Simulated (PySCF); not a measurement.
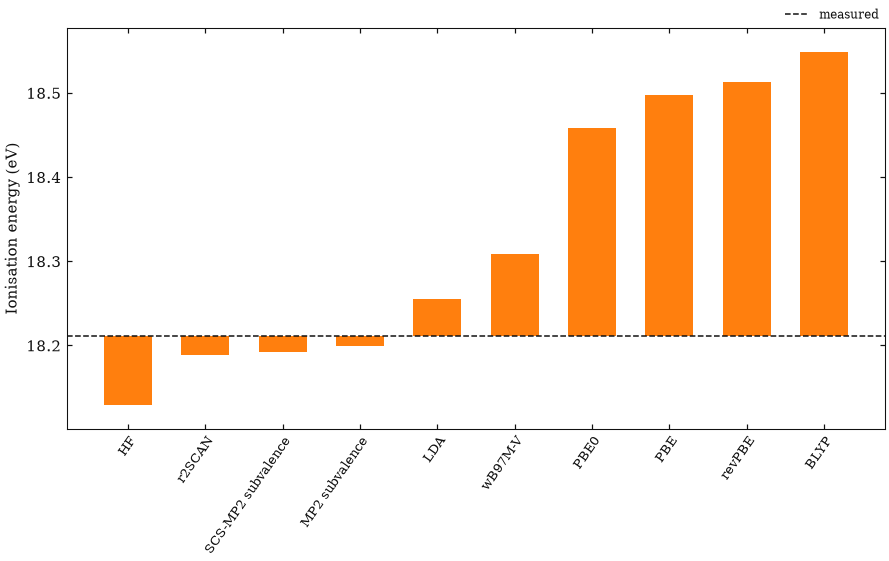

The ionisation energy of an atom or ion with 3 electrons in the configuration [He] 2s by several methods. PySCF, aug-cc-pCVQZ-DK, spin-free X2C-1e, unrestricted single determinants, no spin-orbit coupling. Methods marked “subvalence” freeze no core electrons.

Question: Name the element and charge.

Answer: Be⁺ (beryllium, Z = 4). The values run from 18.130 eV (HF) to 18.548 eV (BLYP). The measured value is 18.211 eV; nearest to it come MP2 subvalence (−0.012) and SCS-MP2 subvalence (−0.020), furthest BLYP (+0.337 eV).
